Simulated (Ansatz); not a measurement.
CH5Al2 (charge −1)

The calculation's input:

```
crystal:
  periodic: [false, false, false]
  atoms:
    - {symbol: Al, position_ang: [0.025505, 0.302882, -0.809621]}
    - {symbol: C, position_ang: [-0.739834, -0.066306, 0.789808]}
    - {symbol: Al, position_ang: [0.949361, -0.826265, 1.337400]}
    - {symbol: H, position_ang: [2.035598, -0.073035, 2.300638]}
    - {symbol: H, position_ang: [0.001431, 0.889291, -2.306879]}
    - {symbol: H, position_ang: [-1.699009, 0.055391, 1.281212]}
    - {symbol: H, position_ang: [1.561539, -0.348009, -0.416375]}
    - {symbol: H, position_ang: [1.270660, -2.429046, 1.390965]}
basis:
  gaussian: {orbitals: "def2-TZVPPD.json"}
total_charge: -1
hamiltonian: {xc: pbe0, dispersion: d4}
output: {orbitals: {seedname: orbitals}}
```

Launched as:

```sh
ansatz run in.yaml --threads 2 --pin off --events-out ev --progress --plain --max-ram 4352MiB
```

Geometry: PBE0-D4/def2-TZVPD.

Computed with RKS PBE0-D4/def2-TZVPPD (Ansatz 0.2.0).

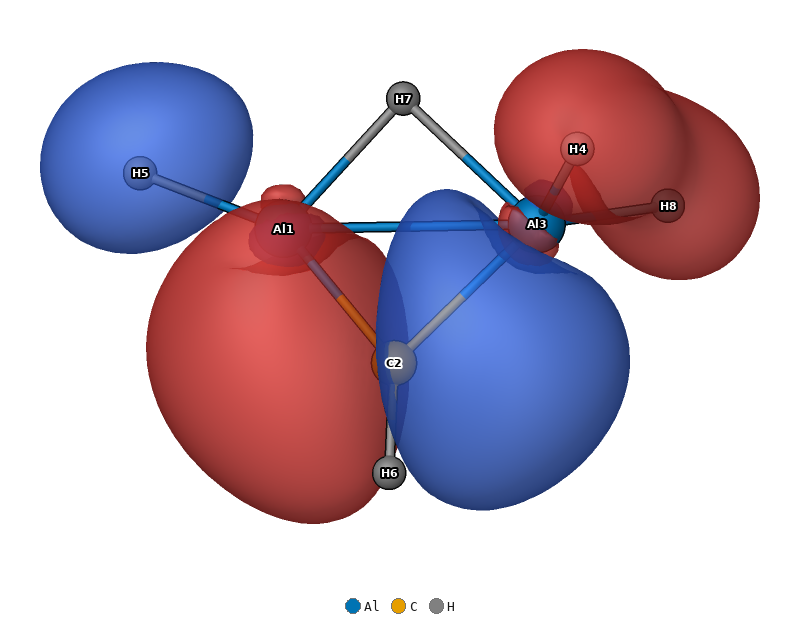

Figure 1. The HOMO−1 at ±0.06 Å⁻³ᐟ² (blue and red are the two phases), seen at a tilt.

### Describe this orbital and give its energy.

It lies mainly on C2 (about 50 %), Al1 (about 20 %) and Al3 (about 15 %). Its energy is −1.93 eV.

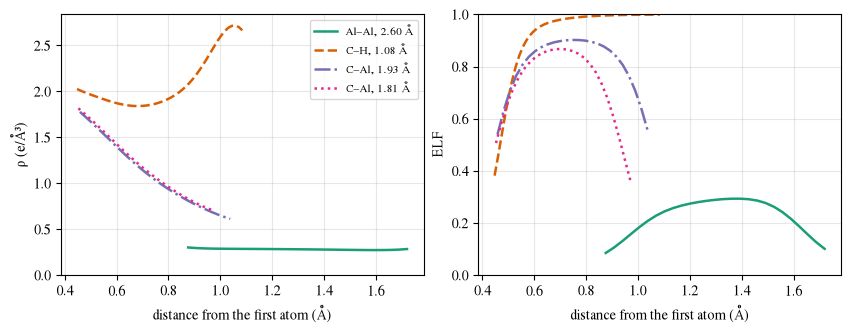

Figure 2. Total electron density and electron localisation function along straight lines between neighbouring atoms. The curves leave out the atomic cores.

### Compare the contacts.

Al–Al (2.60 Å): ρ is about 0.28 e/Å³ halfway; the ELF is about 0.30 at the midpoint.
C–H (1.08 Å): ρ is about 1.9 e/Å³ halfway; the ELF climbs to about 1 towards the hydrogen, as it does in any bond to H: an ordinary covalent bond to hydrogen.
C–Al (1.93 Å): ρ at the midpoint is about 0.69 e/Å³; the ELF peaks at about 0.90 between the atoms: a shared but strongly polarised pair.
C–Al (1.81 Å): the density is about 0.78 e/Å³ at the midpoint; the ELF peaks at about 0.85 between the atoms: a polar covalent bond.
